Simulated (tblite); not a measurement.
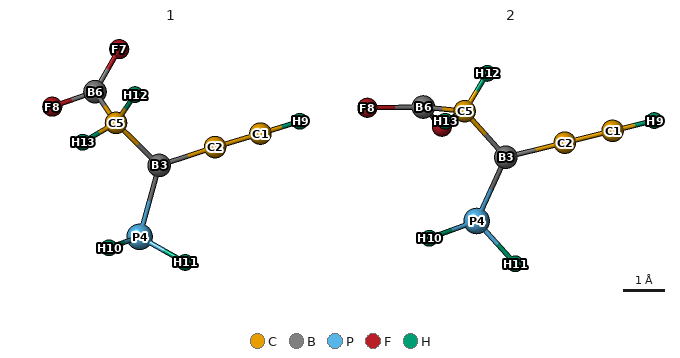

Two geometries of C$_{3}$H$_{5}$B$_{2}$F$_{2}$P, drawn at one scale. One is the start of a relaxation, the other its converged end. Style: ball-and-stick. Shown at a tilt.

Level of theory: tblite 0.8.0, GFN2-xTB geometry optimisation, gas phase. 

**Which geometry has the lower energy?**

Structure 1 is the relaxed one. The largest move after the best rigid fit is that of F7, 2.12 Å. By element the largest moves are F 2.12 Å, H 0.91 Å, C 0.61 Å, P 0.50 Å, B 0.48 Å. Among the contacts that change: B6–F8 1.455 → 1.320 Å, B6–F7 1.450 → 1.320 Å, P4–H10 1.465 → 1.384 Å, P4–H11 1.443 → 1.384 Å. Bond angles that change, for instance: H10–P4–H11 111.1° → 95.4°, B3–P4–H11 113.0° → 99.0°, B3–P4–H10 109.7° → 99.5°. Groups turn about B3–C5 by about 50°. Over 157 geometry steps the energy falls by 154.5 kJ/mol. Cost: 2.4 s on 1 thread of Intel(R) Xeon(R) Processor @ 2.50GHz, on a shared host.
